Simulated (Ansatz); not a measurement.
**Geometry relaxation of GaPH6O (part 2 of 2)**

GaPH6O; RKS B3LYP-D4/def2-SVP (Ansatz 0.2.0). The input holds or restrains some coordinates. It belongs to a series of runs on one base structure; here: pulled along the bonds that form and break, towards end A.

Geometry of the input (Å):
```
Ga -0.6615  1.2111  -0.3096
O  1.1977  0.1608  -0.8145
H  -1.5892  1.2981  -1.5547
H  -0.3469  2.4451  0.5828
H  0.5114  -0.5517  -0.0070
P  -0.8394  -1.0504  1.1085
H  2.0024  -0.1816  -1.2064
H  0.3065  -1.1697  1.8774
H  -0.5811  -2.1615  0.3235
```

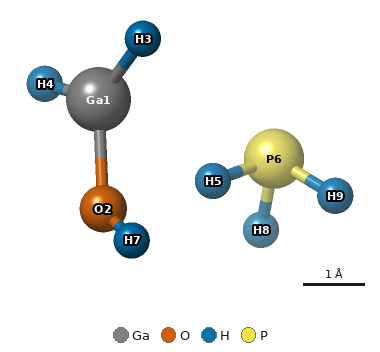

**Figure 1.** The geometry at step 7 of the log (ball-and-stick view, seen at a tilt; atoms are numbered from 1 in the order of the input).

**Trajectory as extended XYZ, continued**
```
9
Properties=species:S:1:pos:R:3:forces:R:3 step=2 energy=-63800.61289
Ga   -0.5832    1.3196   -0.4190    1.9840  -1.5189  -0.2747
O     1.2005    0.2571   -0.8691   -1.6784   0.0222   1.1620
H    -1.5932    1.2969   -1.5621   -0.3427  -0.3128  -0.4171
H    -0.3437    2.4500    0.5872    0.2227   0.1171   0.4564
H     0.3885   -0.6388    0.1166   -0.2602   0.8724  -0.3233
P    -0.8175   -1.1566    1.1568   -1.0842   2.5260  -0.7743
H     2.0009   -0.1753   -1.2101   -0.4596   0.5361  -0.1318
H     0.3239   -1.1725    1.8888    1.3147  -0.4712   1.1226
H    -0.5762   -2.1802    0.3107    0.3037  -1.7709  -0.8198
9
Properties=species:S:1:pos:R:3:forces:R:3 step=3 energy=-63800.59166
Ga   -0.4953    1.3988   -0.5167    2.6586  -1.6680  -0.5472
O     1.2136    0.3744   -0.9408   -1.3145   0.7257   0.5417
H    -1.5973    1.2928   -1.5670   -0.3160  -0.2909  -0.4113
H    -0.3409    2.4505    0.5925    0.2326   0.0654   0.3706
H     0.2720   -0.7337    0.2407   -0.8860   0.9947  -0.0465
P    -0.8081   -1.2325    1.1952   -1.2144   2.6374  -0.7177
H     1.9898   -0.1642   -1.2110   -1.0857   0.8303   0.1107
H     0.3386   -1.1817    1.9034    1.5284  -0.8718   1.4595
H    -0.5725   -2.2043    0.3039    0.3969  -2.4228  -0.7596
9
Properties=species:S:1:pos:R:3:forces:R:3 step=4 energy=-63800.98781
Ga   -0.3730    1.4879   -0.6393    1.8188  -1.4822  -0.1802
O     1.2187    0.5009   -1.0118   -0.7398   0.6716   0.1942
H    -1.5992    1.2850   -1.5745    0.0642  -0.1107  -0.2544
H    -0.3330    2.4472    0.5967    0.2782  -0.0327  -0.0483
H     0.1607   -0.7967    0.3420   -0.3471   1.5406  -0.7347
P    -0.8139   -1.3068    1.2416   -1.3329   1.8218  -0.1845
H     1.9458   -0.1356   -1.2013   -1.2560   0.9566   0.1799
H     0.3607   -1.2171    1.9392    1.1489  -1.1124   1.2933
H    -0.5670   -2.2645    0.3074    0.3657  -2.2525  -0.2654
9
Properties=species:S:1:pos:R:3:forces:R:3 step=5 energy=-63801.77093
Ga   -0.2955    1.5600   -0.7251    0.8695  -1.1546   0.0840
O     1.2346    0.6066   -1.0707   -1.6965   1.8912   0.3722
H    -1.5683    1.2856   -1.6048    0.2243   0.0366  -0.1891
H    -0.2911    2.4503    0.5717    0.2591   0.0411  -0.1910
H     0.0366   -0.6943    0.3456   -0.1313   0.8914  -0.4816
P    -0.8172   -1.3404    1.2592   -0.2086   0.4948  -0.1275
H     1.8799   -0.0628   -1.2054    0.4356  -0.6886  -0.2061
H     0.3695   -1.3770    2.0226    0.1920  -0.6274   0.5137
H    -0.5486   -2.4278    0.4069    0.0559  -0.8845   0.2254
9
Properties=species:S:1:pos:R:3:forces:R:3 step=6 energy=-63802.12034
Ga   -0.3315    1.5354   -0.7038    1.1055  -0.4034  -0.3870
O     1.2665    0.6707   -0.9516   -0.5105   0.8341   0.5257
H    -1.5031    1.3453   -1.7240    0.0159  -0.1401  -0.0144
H    -0.2457    2.5498    0.4902    0.0321  -0.1680  -0.0461
H    -0.0453   -0.6248    0.3832    0.1918   0.3060  -0.2878
P    -0.8006   -1.3933    1.2911   -0.1849  -0.1653   0.2372
H     1.8277    0.0180   -1.3806   -0.5870   0.0564  -0.2117
H     0.3671   -1.5523    2.0927   -0.0107  -0.1105   0.1415
H    -0.5352   -2.5486    0.5028   -0.0521  -0.2094   0.0426
9
Properties=species:S:1:pos:R:3:forces:R:3 step=7 energy=-63802.33685
Ga   -0.2997    1.5815   -0.7258    0.8522  -0.4562  -0.2192
O     1.3291    0.7411   -0.8798   -0.3851   0.5726   0.2845
H    -1.4438    1.2833   -1.7581    0.0629  -0.0213   0.0205
H    -0.2608    2.5633    0.4922   -0.0132  -0.0606  -0.0861
H     0.0515   -0.6507    0.3891    0.3309   0.1812  -0.2842
P    -0.7768   -1.3696    1.2695   -0.1964  -0.4189   0.3555
H     1.6597    0.0611   -1.4801   -0.4730   0.1405  -0.1231
H     0.3217   -1.6224    2.1540   -0.1129   0.0115  -0.0079
H    -0.5810   -2.5874    0.5391   -0.0653   0.0513   0.0599
9
Properties=species:S:1:pos:R:3:forces:R:3 step=8 energy=-63802.32535
Ga   -0.2710    1.5993   -0.7359    0.8150  -0.3316   0.0579
O     1.3958    0.7899   -0.8052   -0.5810  -1.2583  -2.0212
H    -1.3891    1.2460   -1.7848    0.1450  -0.0032   0.0343
H    -0.2771    2.5772    0.4789   -0.0887   0.0528  -0.0320
H     0.1310   -0.6782    0.3963    0.4008   0.0757  -0.2606
P    -0.7545   -1.3572    1.2520   -0.2016  -0.5615   0.4670
H     1.4940    0.1045   -1.5649   -0.2551   1.7055   1.8479
H     0.2844   -1.6677    2.2001   -0.1943   0.1031  -0.1487
H    -0.6136   -2.6137    0.5634   -0.0402   0.2174   0.0554
9
Properties=species:S:1:pos:R:3:forces:R:3 step=9 energy=-63802.44579
Ga   -0.2555    1.6431   -0.7083    0.7139  -0.5336  -0.2333
O     1.3626    0.7633   -0.8408   -0.6334   0.3660  -0.1423
H    -1.3099    1.2690   -1.7974   -0.0863   0.0036  -0.0656
H    -0.3453    2.6518    0.4572    0.0536   0.1179   0.1639
H     0.2887   -0.8001    0.4137    0.3956   0.1569  -0.2968
P    -0.7160   -1.3472    1.2259   -0.2684  -0.3402   0.3498
H     1.3964    0.1449   -1.5893   -0.0092   0.1773   0.1763
H     0.2215   -1.6972    2.2478   -0.0991   0.0192   0.0224
H    -0.6427   -2.6274    0.5912   -0.0667   0.0328   0.0255
9
Properties=species:S:1:pos:R:3:forces:R:3 step=10 energy=-63802.46799
Ga   -0.2886    1.6501   -0.7484    0.7453  -0.4404  -0.0699
O     1.3338    0.7657   -0.8535   -0.7702   0.5566   0.0296
H    -1.3497    1.3304   -1.8563    0.0062  -0.0139  -0.0077
H    -0.3506    2.6483    0.4404    0.0153   0.0404   0.0529
H     0.4612   -0.8486    0.5025    0.3306   0.0375  -0.1768
P    -0.6473   -1.3233    1.2301   -0.2177  -0.2299   0.3165
H     1.3786    0.1613   -1.6047    0.0338  -0.0415  -0.0796
H     0.1490   -1.7955    2.3271   -0.1400   0.0499  -0.1062
H    -0.6865   -2.5882    0.5628   -0.0034   0.0413   0.0411
9
Properties=species:S:1:pos:R:3:forces:R:3 step=11 energy=-63802.47527
Ga   -0.3154    1.6809   -0.7644    0.7539  -0.5208   0.0550
O     1.2818    0.7443   -0.8367   -0.6863   0.4617  -0.3330
H    -1.3683    1.3805   -1.8877    0.0262   0.0298   0.0042
H    -0.3466    2.6797    0.4331   -0.0212  -0.0147  -0.0212
H     0.6080   -0.9755    0.5155    0.2416  -0.0422  -0.0076
P    -0.5844   -1.3143    1.1943   -0.1081  -0.2982   0.3543
H     1.3772    0.2214   -1.6504   -0.0347   0.1114   0.2275
H     0.0530   -1.8036    2.3981   -0.1627   0.1596  -0.3418
H    -0.7054   -2.6132    0.5982   -0.0088   0.1134   0.0627
9
Properties=species:S:1:pos:R:3:forces:R:3 step=12 energy=-63802.47825
Ga   -0.3065    1.6862   -0.7517    0.6850  -0.5783  -0.0827
O     1.2604    0.7082   -0.8727   -0.6659   0.6113  -0.0300
H    -1.3573    1.4595   -1.8951    0.0177   0.0326   0.0194
H    -0.3281    2.6426    0.4764    0.0097   0.0015   0.0164
H     0.6199   -0.9358    0.5666    0.4806  -0.0054  -0.1536
P    -0.5883   -1.3449    1.1456   -0.5462  -0.0444   0.2231
H     1.3145    0.1723   -1.6755   -0.0131   0.0032  -0.0005
H    -0.0337   -1.7234    2.4033    0.0032  -0.0130   0.0124
H    -0.5808   -2.6644    0.6031    0.0291  -0.0074  -0.0045
```

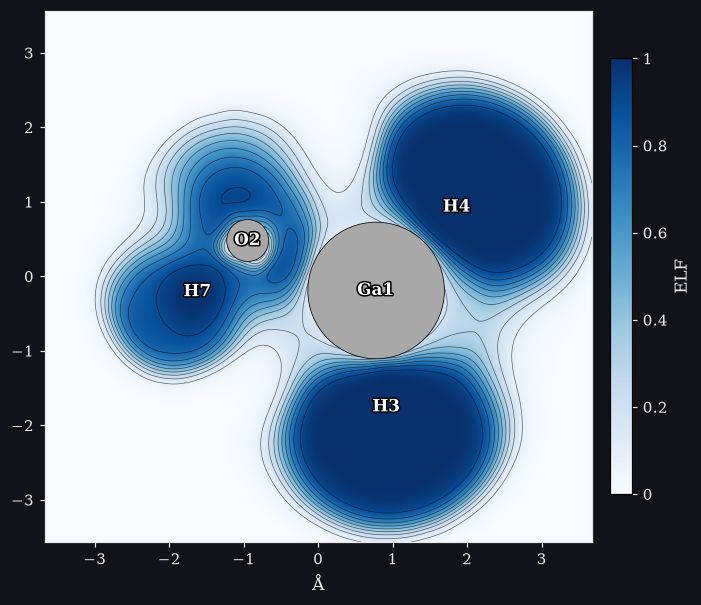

**Figure 2.** Electron localisation function on the plane of atoms H3, Ga1 and H4. Grey discs, where drawn, cover atomic cores. The section cuts through Ga, O and H sites. Ga–O (1.85 Å): the ELF peaks at about 0.85 in the valence shell of O, 0.6 Å from its nucleus, and is about 0.25 at the midpoint. Ga–H (1.56 Å): the ELF climbs to about 1 towards the hydrogen.

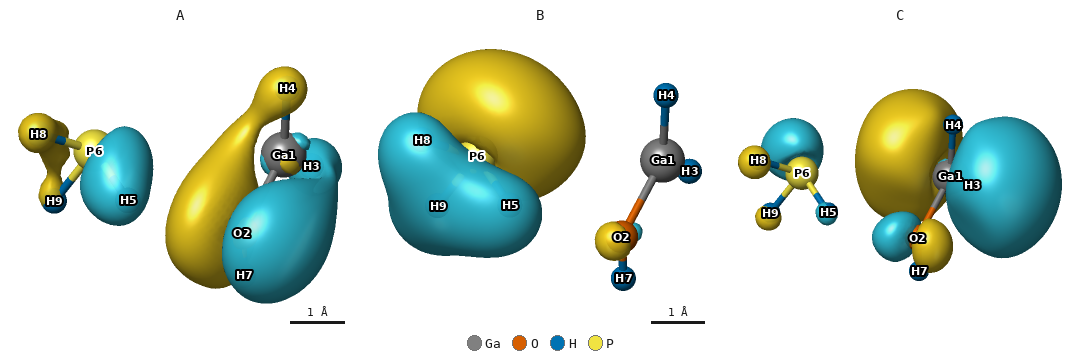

**Figure 3.** Three frontier orbitals at ±0.08 Å⁻³ᐟ² (yellow and cyan are the two phases). A is the HOMO−1 (−8.02 eV). B is the HOMO (−7.47 eV). C is the LUMO (−1.37 eV). Its weight (Hirshfeld) is mainly on Ga1 (70 %) and P6 (10 %). The HOMO–LUMO gap is 6.10 eV between the orbital energies.
